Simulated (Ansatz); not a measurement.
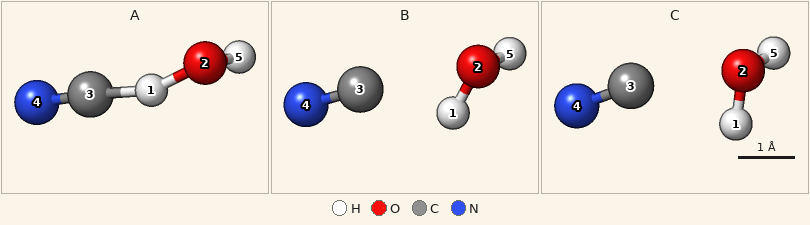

3 geometries from a converged minimum-energy path of CH$_{2}$NO (multiplicity 2), made up of H2O and CN, shuffled. Style: ball-and-stick. Shown at a tilt.

The calculation used UKS BLYP/def2-mTZVP in Ansatz 0.2.0. Run with 7 movable images; climbing image; force threshold 0.03 eV/Å; iteration limit 60; starting path through a guess of the saddle point.

Which frame is the top of the path?

Answer. A. In order along the path, whose images run from 0 to 8: C (image 1, +0.03 eV), B (image 2, +0.12 eV), A (image 4, +0.31 eV). A hydrogen atom shifts from one atom to another. Breaking: H1–O2 (0.98 → 1.17 at the top → 2.22 Å). Forming: H1–C3 (2.54 → 1.34 at the top → 1.08 Å).

Limits of the set-up: the start holds two separate molecules, 2.4 Å apart at their closest, whose relative position is a soft coordinate and is computed without a dispersion correction.

The run took 65 s on 2 threads of Intel(R) Xeon(R) Platinum 8488C (Sapphire Rapids) (shared host), peak memory 0.15 GiB.
